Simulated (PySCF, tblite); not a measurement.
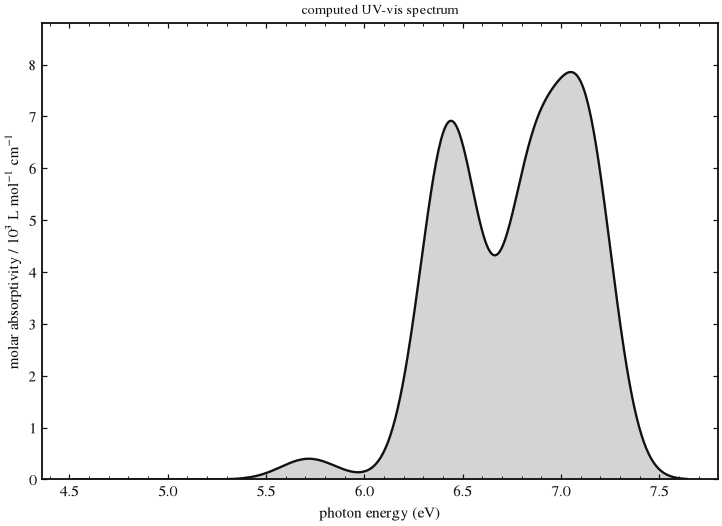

Vertical TDDFT excitations, ωB97X-D/def2-SVPD, PySCF 2.14.0, at a GFN2-xTB geometry (a minimum by its frequencies), gas phase. Only the first 8 singlet excitations are included; each is broadened by a Gaussian of 1/e half-width 0.20 eV.

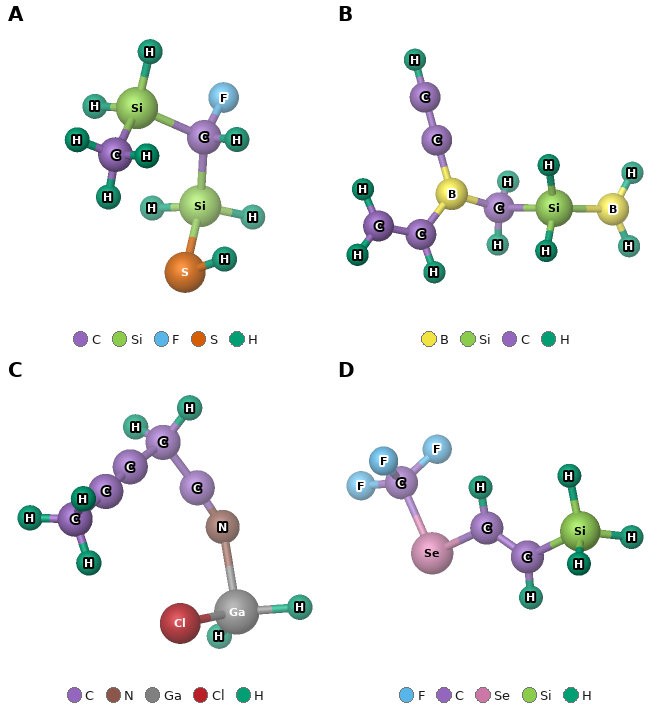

Whose absorption spectrum is this? Choose among the lettered structures.

Structure C, C₅H₇ClGaN, SMILES CC#CCC#[N+][GaH2-][Cl], singlet. Its lowest singlet lies at 5.72 eV (f = 0.005) and the brightest of those computed is S6 at 6.85 eV (181 nm), f = 0.067, mainly HOMO−3 → LUMO (60 %).

Note: the tight-binding geometry is rougher than a DFT one and adds to the error; core orbitals are frozen in the response.
